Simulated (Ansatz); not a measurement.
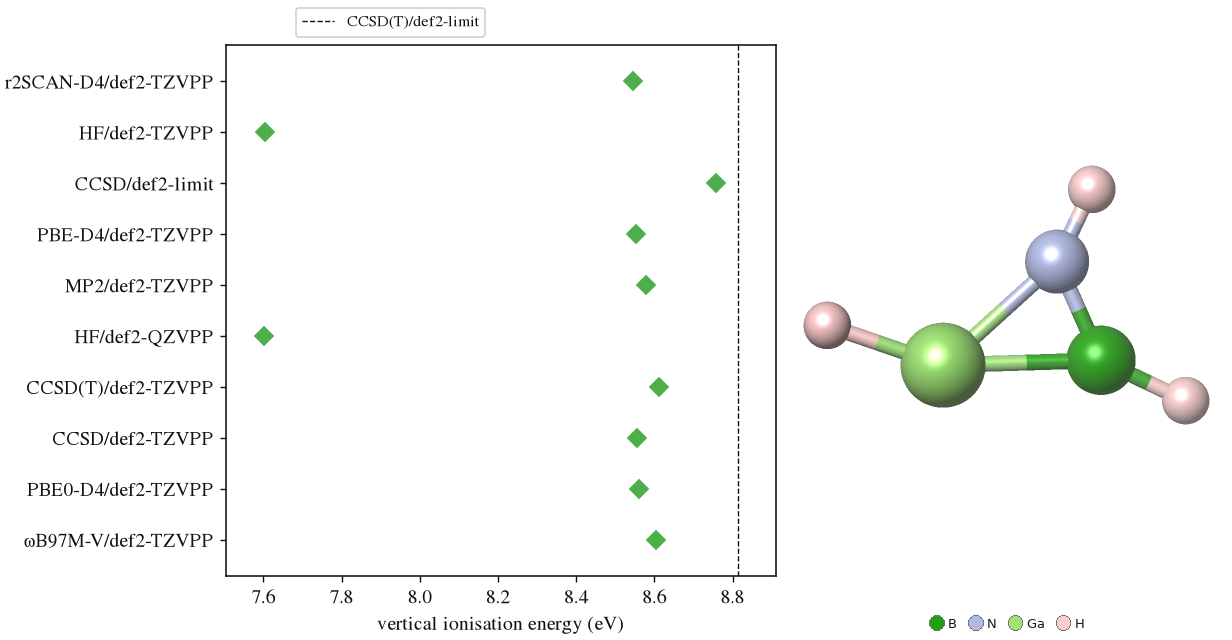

Vertical ionisation energy of GaBNH₃, SMILES [BH]1[NH][GaH]1, singlet, taken as the energy of the cation less that of the neutral at fixed geometry (unrestricted doublet cation, cores frozen in correlated methods, no spin-orbit coupling), the Ansatz code 0.2.0, at a PBE0-D4/def2-TZVP geometry (a minimum by its frequencies). Limit means an estimate of the basis limit from triple and quadruple zeta; for coupled cluster it is either extrapolated directly or built as the MP2 limit plus the step from MP2 in triple zeta. The distance of MP2/def2-TZVPP, CCSD(T)/def2-TZVPP and CCSD/def2-TZVPP to the limit includes basis error.

**What range do the values span, the line included?**

From 7.60 eV (HF/def2-QZVPP) to 8.81 eV (CCSD(T)/def2-limit).

**Give the values.**

```tsv
level	eV	less CCSD(T)/def2-limit
r2SCAN-D4/def2-TZVPP	8.54	−0.27
HF/def2-TZVPP	7.60	−1.21
CCSD/def2-limit	8.76	−0.06
PBE-D4/def2-TZVPP	8.55	−0.26
MP2/def2-TZVPP	8.58	−0.24
HF/def2-QZVPP	7.60	−1.21
CCSD(T)/def2-TZVPP	8.61	−0.20
CCSD/def2-TZVPP	8.55	−0.26
PBE0-D4/def2-TZVPP	8.56	−0.25
ωB97M-V/def2-TZVPP	8.60	−0.21
CCSD(T)/def2-limit	8.81	0.00
```

Limits of at least one run: no scalar relativity up to krypton; outer-core shells are correlated without core-valence functions, which makes the correlated values less sure.
